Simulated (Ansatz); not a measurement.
HfO$_{2}$ (fluorite)

```xyz
3
Lattice="0.0000 2.5488 2.5488 2.5488 0.0000 2.5488 2.5488 2.5488 0.0000" Properties=species:S:1:pos:R:3 pbc="T T T"
Hf     0.0000     0.0000     0.0000
O      1.2744     1.2744     1.2744
O      3.8232     3.8232     3.8232
```

The volume is varied about the relaxed value V₀ at fixed cell shape. Symmetry pins the atoms to their sites.

Calculation: PBE (plane waves to 420 eV, PAW, scalar-relativistic; Ansatz, an electronic-structure program). k mesh 11×11×11 (Γ-centred), Fermi-Dirac smearing 0.05 eV. E stands for the smeared free energy. HfO2 is run without spin polarisation. HfO2 was relaxed with its symmetry unable to fall. Spin-orbit coupling is left out, though Hf is heavy. This is a high-temperature form of HfO2. ΔE is measured from the relaxed starting cell.

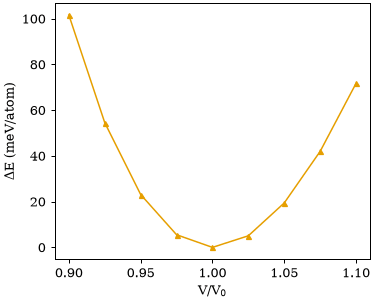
Fig. 1. ΔE (meV/atom) against V/V₀; markers are the computed points, lines only join them.

Task: What is ΔE at V/V₀ = 0.900?

Result: About 100 meV/atom.

Task: What is ΔE at V/V₀ = 1.100?

Result: About 72 meV/atom.

Task: What bulk modulus B₀ follows from a third-order Birch-Murnaghan fit?

Result: About 250 GPa.

(Under strain, the slope of the energy per volume gives the stress and its curvature an elastic modulus.)
